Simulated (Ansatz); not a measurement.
Molecular dynamics of HF

- system: HF, SMILES F
- method: wB97/6-311G**, RKS (Ansatz 0.2.0)

The geometry comes from this level: PBE0-D4/def2-TZVP. Figures and captions count atoms from 1; the log counts them from 0 in places.

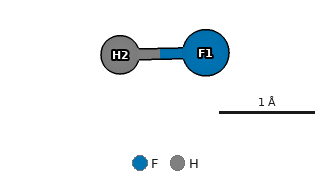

Fig. 1: The structure as given in the input (ball-and-stick view, seen at a tilt; atoms are numbered from 1 in the order of the input).

### Summary

```tsv
quantity	value
outcome	finished
mean temperature over the second half	51 K
trajectory	30 steps, 30 fs
ensemble	nve_milne
temperature in the input	100 K
time step	1 fs
potential energy (last step)	−100.451329 hartree
basis functions (last step)	24
largest force (last step)	0.697 eV/Å
SCF solution under orbital rotations (last step)	stable
dipole moment (last step)	1.93 D
hardware	1 thread of Arm Neoverse V1, 24 GiB of memory available, shared host
wall time	13 s
peak memory	0.093 GiB
```

### Remarks

So short a trajectory is not equilibrated.

### Input
```yaml
crystal:
  periodic: [false, false, false]
  atoms:
    - symbol: F
      position_ang: [-0.390000, 0.144600, -0.196400]
    - symbol: H
      position_ang: [0.390000, -0.144600, 0.196400]
basis:
  gaussian:
    orbitals: 6-311G_st__st_.json
hamiltonian:
  xc: {name: wB97}
md:
  timestep: 1 fs
  n_steps: 30
  ensemble: nve_milne
  temperature: 100
  initial_velocities: maxwell_boltzmann
  seed: 31
```

Launched with:
```bash
ansatz run molecule.yaml --threads 1 --pin off --max-ram 2610MiB --events-out events.jsonl --progress --plain --runs-dir runs
```

### Log
```
Functional definition: wB97
  name "wB97"
  parameter omega = 0.4/bohr
  parameter cx1 = 1.13116
  parameter cx2 = -2.74915
  parameter cx3 = 12.0900
  parameter cx4 = -5.71642
  parameter css1 = -2.55352
  parameter css2 = 11.8926
  parameter css3 = -26.9452
  parameter css4 = 17.0927
  parameter cos1 = 3.99051
  parameter cos2 = -17.0066
  parameter cos3 = 1.07292
  parameter cos4 = 8.88211
  exchange = spin_sum(e_x_unif_sr(omega)*poly(b97_u_x, 1, cx1, cx2, cx3, cx4)) + exact_x_lr(omega)
  correlation = spin_sum(e_c_pw_same_spin*poly(b97_u_same, 1, css1, css2, css3, css4))
      + integral(e_c_pw_opposite_spin*poly(b97_u_opposite, 1, cos1, cos2, cos3, cos4))
196 factors; their error is unknown
59 factors; integrals over basis functions are off by at most 2.5e-5 eV
mean field evaluation 1: about -2732.1557 eV, gradient 3.0e1 eV
mean field evaluation 2: about -2732.4302 eV, gradient 3.0e1 eV
mean field evaluation 4: about -2733.4299 eV, gradient 2.3e-1 eV
mean field evaluation 8: about -2733.4241 eV, gradient 9.8e-4 eV
mean field -2733.42413256 eV, -100.4514840903 hartree, gradient 4.1e-5 eV, S^2 0.000000; 0 other end points of the search recorded, 0 dependent functions left out
the calculation of the forces begins
reference -2733.42412997 eV, -100.4514839952 hartree; 5, 5 occupied and 19, 19 virtual orbitals, 196 factors
md step     0: t =     0.00 fs  T =   100.0 K  F+E_penalty+E_count = -2733.42413256 eV  E_kin = 0.004309 eV  conserved = -2733.41982390 eV  (22 SCF iters)
these checks for a lower state are left out or cut short: starts, cluster_reference, orbital_swaps, neighbouring_geometries, increment
196 factors; their error is unknown
59 factors; integrals over basis functions are off by at most 2.5e-5 eV
mean field evaluation 16: about -2733.4217 eV, gradient 7.3e-2 eV
mean field -2733.42168801 eV, -100.4513942545 hartree, gradient 7.8e-6 eV, S^2 0.000000; 0 other end points of the search recorded, 0 dependent functions left out
the calculation of the forces begins
reference -2733.42168550 eV, -100.4513941623 hartree; 5, 5 occupied and 19, 19 virtual orbitals, 196 factors
md step     1: t =     1.00 fs  T =    51.6 K  F+E_penalty+E_count = -2733.42168801 eV  E_kin = 0.002222 eV  conserved = -2733.41946592 eV  (26 SCF iters)
[... from here on the SCF iterations and repeated set-up lines of each step are left out, up to the last step ...]
md step     2: t =     2.00 fs  T =     0.6 K  F+E_penalty+E_count = -2733.41980964 eV  E_kin = 0.000027 eV  conserved = -2733.41978269 eV  (27 SCF iters)
md step     3: t =     3.00 fs  T =    61.7 K  F+E_penalty+E_count = -2733.42241778 eV  E_kin = 0.002661 eV  conserved = -2733.41975724 eV  (27 SCF iters)
md step     4: t =     4.00 fs  T =    97.1 K  F+E_penalty+E_count = -2733.42411143 eV  E_kin = 0.004183 eV  conserved = -2733.41992806 eV  (26 SCF iters)
md step     5: t =     5.00 fs  T =    43.7 K  F+E_penalty+E_count = -2733.42167206 eV  E_kin = 0.001883 eV  conserved = -2733.41978868 eV  (26 SCF iters)
md step     6: t =     6.00 fs  T =     0.1 K  F+E_penalty+E_count = -2733.41973019 eV  E_kin = 0.000004 eV  conserved = -2733.41972578 eV  (27 SCF iters)
md step     7: t =     7.00 fs  T =    55.4 K  F+E_penalty+E_count = -2733.42209251 eV  E_kin = 0.002388 eV  conserved = -2733.41970457 eV  (27 SCF iters)
md step     8: t =     8.00 fs  T =   100.0 K  F+E_penalty+E_count = -2733.42414352 eV  E_kin = 0.004308 eV  conserved = -2733.41983529 eV  (26 SCF iters)
md step     9: t =     9.00 fs  T =    48.3 K  F+E_penalty+E_count = -2733.42199594 eV  E_kin = 0.002079 eV  conserved = -2733.41991677 eV  (26 SCF iters)
md step    10: t =    10.00 fs  T =     0.0 K  F+E_penalty+E_count = -2733.41977354 eV  E_kin = 0.000000 eV  conserved = -2733.41977353 eV  (27 SCF iters)
md step    11: t =    11.00 fs  T =    54.9 K  F+E_penalty+E_count = -2733.42212400 eV  E_kin = 0.002365 eV  conserved = -2733.41975905 eV  (27 SCF iters)
md step    12: t =    12.00 fs  T =   101.1 K  F+E_penalty+E_count = -2733.42413876 eV  E_kin = 0.004355 eV  conserved = -2733.41978372 eV  (26 SCF iters)
md step    13: t =    13.00 fs  T =    47.5 K  F+E_penalty+E_count = -2733.42194925 eV  E_kin = 0.002047 eV  conserved = -2733.41990250 eV  (26 SCF iters)
md step    14: t =    14.00 fs  T =     0.1 K  F+E_penalty+E_count = -2733.41974946 eV  E_kin = 0.000004 eV  conserved = -2733.41974579 eV  (27 SCF iters)
md step    15: t =    15.00 fs  T =    47.5 K  F+E_penalty+E_count = -2733.42178903 eV  E_kin = 0.002045 eV  conserved = -2733.41974392 eV  (27 SCF iters)
md step    16: t =    16.00 fs  T =   103.2 K  F+E_penalty+E_count = -2733.42413455 eV  E_kin = 0.004449 eV  conserved = -2733.41968599 eV  (23 SCF iters)
md step    17: t =    17.00 fs  T =    53.3 K  F+E_penalty+E_count = -2733.42225149 eV  E_kin = 0.002294 eV  conserved = -2733.41995706 eV  (26 SCF iters)
md step    18: t =    18.00 fs  T =     0.3 K  F+E_penalty+E_count = -2733.41984261 eV  E_kin = 0.000011 eV  conserved = -2733.41983115 eV  (27 SCF iters)
md step    19: t =    19.00 fs  T =    46.1 K  F+E_penalty+E_count = -2733.42181232 eV  E_kin = 0.001987 eV  conserved = -2733.41982537 eV  (27 SCF iters)
md step    20: t =    20.00 fs  T =   103.7 K  F+E_penalty+E_count = -2733.42414126 eV  E_kin = 0.004467 eV  conserved = -2733.41967400 eV  (26 SCF iters)
md step    21: t =    21.00 fs  T =    53.7 K  F+E_penalty+E_count = -2733.42217656 eV  E_kin = 0.002313 eV  conserved = -2733.41986373 eV  (26 SCF iters)
md step    22: t =    22.00 fs  T =     0.5 K  F+E_penalty+E_count = -2733.41983377 eV  E_kin = 0.000023 eV  conserved = -2733.41981068 eV  (27 SCF iters)
md step    23: t =    23.00 fs  T =    39.5 K  F+E_penalty+E_count = -2733.42150542 eV  E_kin = 0.001702 eV  conserved = -2733.41980391 eV  (27 SCF iters)
md step    24: t =    24.00 fs  T =   102.9 K  F+E_penalty+E_count = -2733.42409226 eV  E_kin = 0.004436 eV  conserved = -2733.41965672 eV  (26 SCF iters)
md step    25: t =    25.00 fs  T =    61.1 K  F+E_penalty+E_count = -2733.42246756 eV  E_kin = 0.002633 eV  conserved = -2733.41983476 eV  (26 SCF iters)
md step    26: t =    26.00 fs  T =     0.9 K  F+E_penalty+E_count = -2733.41993746 eV  E_kin = 0.000039 eV  conserved = -2733.41989836 eV  (26 SCF iters)
md step    27: t =    27.00 fs  T =    38.9 K  F+E_penalty+E_count = -2733.42154841 eV  E_kin = 0.001674 eV  conserved = -2733.41987433 eV  (27 SCF iters)
md step    28: t =    28.00 fs  T =   101.5 K  F+E_penalty+E_count = -2733.42410800 eV  E_kin = 0.004375 eV  conserved = -2733.41973350 eV  (26 SCF iters)
md step    29: t =    29.00 fs  T =    62.1 K  F+E_penalty+E_count = -2733.42239267 eV  E_kin = 0.002677 eV  conserved = -2733.41971558 eV  (26 SCF iters)
these checks for a lower state are left out or cut short: starts, cluster_reference, orbital_swaps, neighbouring_geometries, increment
196 factors; their error is unknown
59 factors; integrals over basis functions are off by at most 2.5e-5 eV
mean field -2733.41990349 eV, -100.4513286749 hartree, gradient 8.2e-6 eV, S^2 0.000000; 0 other end points of the search recorded, 0 dependent functions left out
the calculation of the forces begins
reference -2733.41990081 eV, -100.4513285763 hartree; 5, 5 occupied and 19, 19 virtual orbitals, 196 factors
196 factors; their error is unknown
59 factors; integrals over basis functions are off by at most 2.5e-5 eV
mean field -2733.41990349 eV, -100.4513286749 hartree, gradient 8.3e-6 eV, S^2 0.000000; 1 other end points of the search recorded, 0 dependent functions left out
the calculation of the forces begins
reference -2733.41990081 eV, -100.4513285763 hartree; 5, 5 occupied and 19, 19 virtual orbitals, 196 factors
md step    30: t =    30.00 fs  T =     1.4 K  F+E_penalty+E_count = -2733.41990349 eV  E_kin = 0.000061 eV  conserved = -2733.41984245 eV  (23 SCF iters)
```

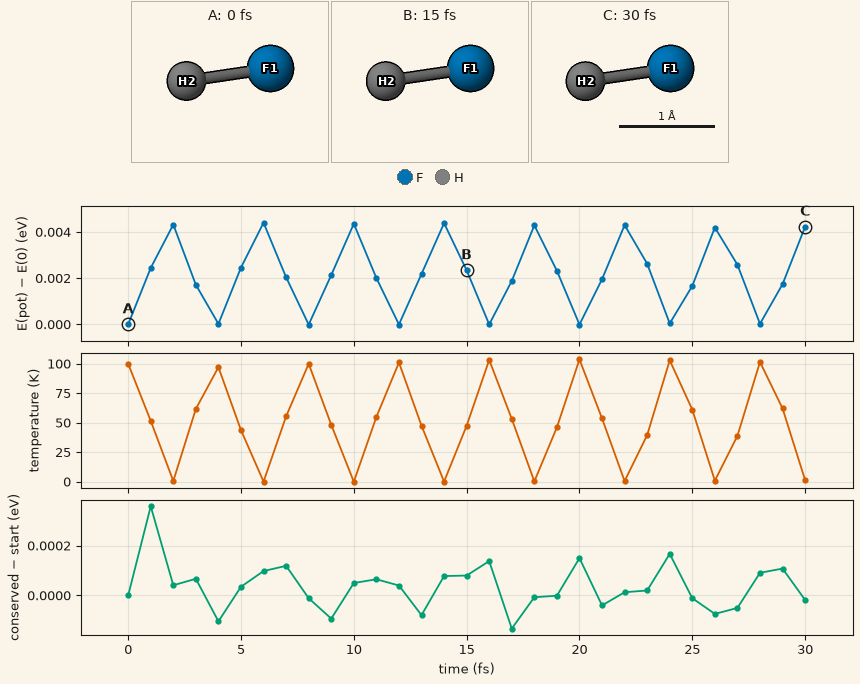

Fig. 2: Frames of the molecular dynamics (ball-and-stick, seen at a tilt) above the curves, on which the letters mark them. The trajectory kept here has 31 frames over 30 fs. The temperature starts at 100 K, ranges from 0 to 104 K and averages 51 K over the second half. The potential energy ends 0.004 eV above its first value. The conserved quantity stays within 0.00049 eV. After an unweighted best fit of the last frame on the first, the root-mean-square displacement is 0.01 Å.

```
Total energy: -2733.41990081 eV, -100.4513285763 hartree
Atom 0 at    -0.390486     0.144780    -0.196645 Å, force     0.590844    -0.219067     0.297543 eV/Å
Atom 1 at     0.399165    -0.147998     0.201016 Å, force    -0.590844     0.219067    -0.297543 eV/Å
Dipole moment:     0.341008    -0.126435     0.171728 e Å
```

### Trajectory as extended XYZ (Å, eV, eV/Å), 31 frames, from step=0 to step=30
```
2
Properties=species:S:1:pos:R:3:forces:R:3 step=0 time_fs=0.0 energy=-2733.42413 temperature=100.0
F    -0.3900    0.1446   -0.1964    0.0313  -0.0116   0.0158
H     0.3900   -0.1446    0.1964   -0.0313   0.0116  -0.0158
2
Properties=species:S:1:pos:R:3:forces:R:3 step=1 time_fs=1.0 energy=-2733.42169 temperature=51.6
F    -0.3896    0.1444   -0.1962   -0.4732   0.1755  -0.2383
H     0.3823   -0.1418    0.1925    0.4732  -0.1755   0.2383
2
Properties=species:S:1:pos:R:3:forces:R:3 step=2 time_fs=2.0 energy=-2733.41981 temperature=0.6
F    -0.3895    0.1444   -0.1961   -0.6332   0.2348  -0.3188
H     0.3800   -0.1409    0.1914    0.6332  -0.2348   0.3188
2
Properties=species:S:1:pos:R:3:forces:R:3 step=3 time_fs=3.0 energy=-2733.42242 temperature=61.7
F    -0.3897    0.1445   -0.1962   -0.3953   0.1466  -0.1991
H     0.3835   -0.1422    0.1931    0.3953  -0.1466   0.1991
2
Properties=species:S:1:pos:R:3:forces:R:3 step=4 time_fs=4.0 energy=-2733.42411 temperature=97.1
F    -0.3900    0.1446   -0.1964    0.0530  -0.0197   0.0267
H     0.3903   -0.1447    0.1966   -0.0530   0.0197  -0.0267
2
Properties=species:S:1:pos:R:3:forces:R:3 step=5 time_fs=5.0 energy=-2733.42167 temperature=43.7
F    -0.3904    0.1447   -0.1966    0.4543  -0.1684   0.2288
H     0.3969   -0.1471    0.1999   -0.4543   0.1684  -0.2288
2
Properties=species:S:1:pos:R:3:forces:R:3 step=6 time_fs=6.0 energy=-2733.41973 temperature=0.1
F    -0.3905    0.1448   -0.1966    0.6024  -0.2234   0.3034
H     0.3994   -0.1481    0.2011   -0.6024   0.2234  -0.3034
2
Properties=species:S:1:pos:R:3:forces:R:3 step=7 time_fs=7.0 energy=-2733.42209 temperature=55.4
F    -0.3903    0.1447   -0.1966    0.4147  -0.1537   0.2088
H     0.3962   -0.1469    0.1995   -0.4147   0.1537  -0.2088
2
Properties=species:S:1:pos:R:3:forces:R:3 step=8 time_fs=8.0 energy=-2733.42414 temperature=100.0
F    -0.3900    0.1446   -0.1964   -0.0051   0.0019  -0.0026
H     0.3894   -0.1444    0.1961    0.0051  -0.0019   0.0026
2
Properties=species:S:1:pos:R:3:forces:R:3 step=9 time_fs=9.0 energy=-2733.42200 temperature=48.3
F    -0.3896    0.1445   -0.1962   -0.4419   0.1639  -0.2226
H     0.3828   -0.1419    0.1928    0.4419  -0.1639   0.2226
2
Properties=species:S:1:pos:R:3:forces:R:3 step=10 time_fs=10.0 energy=-2733.41977 temperature=0.0
F    -0.3895    0.1444   -0.1961   -0.6359   0.2358  -0.3202
H     0.3800   -0.1409    0.1914    0.6359  -0.2358   0.3202
2
Properties=species:S:1:pos:R:3:forces:R:3 step=11 time_fs=11.0 energy=-2733.42212 temperature=54.9
F    -0.3896    0.1445   -0.1962   -0.4283   0.1588  -0.2157
H     0.3830   -0.1420    0.1929    0.4283  -0.1588   0.2157
2
Properties=species:S:1:pos:R:3:forces:R:3 step=12 time_fs=12.0 energy=-2733.42414 temperature=101.1
F    -0.3900    0.1446   -0.1964    0.0210  -0.0078   0.0106
H     0.3898   -0.1445    0.1963   -0.0210   0.0078  -0.0106
2
Properties=species:S:1:pos:R:3:forces:R:3 step=13 time_fs=13.0 energy=-2733.42195 temperature=47.5
F    -0.3903    0.1447   -0.1966    0.4286  -0.1589   0.2158
H     0.3964   -0.1470    0.1996   -0.4286   0.1589  -0.2158
2
Properties=species:S:1:pos:R:3:forces:R:3 step=14 time_fs=14.0 energy=-2733.41975 temperature=0.1
F    -0.3905    0.1448   -0.1966    0.6012  -0.2229   0.3027
H     0.3993   -0.1481    0.2011   -0.6012   0.2229  -0.3027
2
Properties=species:S:1:pos:R:3:forces:R:3 step=15 time_fs=15.0 energy=-2733.42179 temperature=47.5
F    -0.3904    0.1447   -0.1966    0.4436  -0.1645   0.2234
H     0.3967   -0.1471    0.1998   -0.4436   0.1645  -0.2234
2
Properties=species:S:1:pos:R:3:forces:R:3 step=16 time_fs=16.0 energy=-2733.42414 temperature=103.2
F    -0.3900    0.1446   -0.1964    0.0284  -0.0105   0.0143
H     0.3900   -0.1446    0.1964   -0.0284   0.0105  -0.0143
2
Properties=species:S:1:pos:R:3:forces:R:3 step=17 time_fs=17.0 energy=-2733.42225 temperature=53.3
F    -0.3896    0.1445   -0.1962   -0.4143   0.1536  -0.2086
H     0.3832   -0.1421    0.1930    0.4143  -0.1536   0.2086
2
Properties=species:S:1:pos:R:3:forces:R:3 step=18 time_fs=18.0 energy=-2733.41984 temperature=0.3
F    -0.3895    0.1444   -0.1961   -0.6307   0.2338  -0.3176
H     0.3801   -0.1409    0.1914    0.6307  -0.2338   0.3176
2
Properties=species:S:1:pos:R:3:forces:R:3 step=19 time_fs=19.0 energy=-2733.42181 temperature=46.1
F    -0.3896    0.1445   -0.1962   -0.4608   0.1709  -0.2321
H     0.3825   -0.1418    0.1926    0.4608  -0.1709   0.2321
2
Properties=species:S:1:pos:R:3:forces:R:3 step=20 time_fs=20.0 energy=-2733.42414 temperature=103.7
F    -0.3900    0.1446   -0.1964   -0.0150   0.0055  -0.0075
H     0.3893   -0.1443    0.1960    0.0150  -0.0055   0.0075
2
Properties=species:S:1:pos:R:3:forces:R:3 step=21 time_fs=21.0 energy=-2733.42218 temperature=53.7
F    -0.3903    0.1447   -0.1966    0.4062  -0.1506   0.2046
H     0.3961   -0.1468    0.1994   -0.4062   0.1506  -0.2046
2
Properties=species:S:1:pos:R:3:forces:R:3 step=22 time_fs=22.0 energy=-2733.41983 temperature=0.5
F    -0.3905    0.1448   -0.1966    0.5955  -0.2208   0.2999
H     0.3992   -0.1480    0.2011   -0.5955   0.2208  -0.2999
2
Properties=species:S:1:pos:R:3:forces:R:3 step=23 time_fs=23.0 energy=-2733.42150 temperature=39.5
F    -0.3904    0.1447   -0.1966    0.4690  -0.1739   0.2362
H     0.3971   -0.1472    0.2000   -0.4690   0.1739  -0.2362
2
Properties=species:S:1:pos:R:3:forces:R:3 step=24 time_fs=24.0 energy=-2733.42409 temperature=102.9
F    -0.3900    0.1446   -0.1964    0.0669  -0.0248   0.0337
H     0.3906   -0.1448    0.1967   -0.0669   0.0248  -0.0337
2
Properties=species:S:1:pos:R:3:forces:R:3 step=25 time_fs=25.0 energy=-2733.42247 temperature=61.1
F    -0.3897    0.1445   -0.1962   -0.3895   0.1444  -0.1961
H     0.3836   -0.1422    0.1932    0.3895  -0.1444   0.1961
2
Properties=species:S:1:pos:R:3:forces:R:3 step=26 time_fs=26.0 energy=-2733.41994 temperature=0.9
F    -0.3895    0.1444   -0.1961   -0.6235   0.2312  -0.3140
H     0.3802   -0.1410    0.1914    0.6235  -0.2312   0.3140
2
Properties=species:S:1:pos:R:3:forces:R:3 step=27 time_fs=27.0 energy=-2733.42155 temperature=38.9
F    -0.3896    0.1444   -0.1962   -0.4868   0.1805  -0.2451
H     0.3821   -0.1417    0.1924    0.4868  -0.1805   0.2451
2
Properties=species:S:1:pos:R:3:forces:R:3 step=28 time_fs=28.0 energy=-2733.42411 temperature=101.5
F    -0.3899    0.1446   -0.1964   -0.0561   0.0208  -0.0282
H     0.3886   -0.1441    0.1957    0.0561  -0.0208   0.0282
2
Properties=species:S:1:pos:R:3:forces:R:3 step=29 time_fs=29.0 energy=-2733.42239 temperature=62.1
F    -0.3903    0.1447   -0.1966    0.3837  -0.1423   0.1932
H     0.3957   -0.1467    0.1993   -0.3837   0.1423  -0.1932
2
Properties=species:S:1:pos:R:3:forces:R:3 step=30 time_fs=30.0 energy=-2733.41990 temperature=1.4
F    -0.3905    0.1448   -0.1966    0.5908  -0.2191   0.2975
H     0.3992   -0.1480    0.2010   -0.5908   0.2191  -0.2975
```

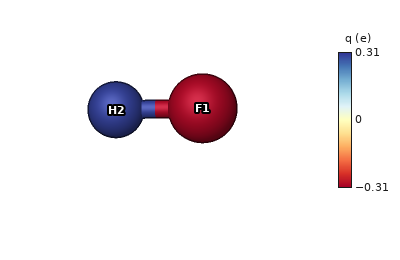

Fig. 3: Mulliken charges, as the colour of each atom (ball-and-stick view, seen on its broad side; atoms are numbered from 1 in the order of the input). By element: F −0.30 and H +0.30 e.
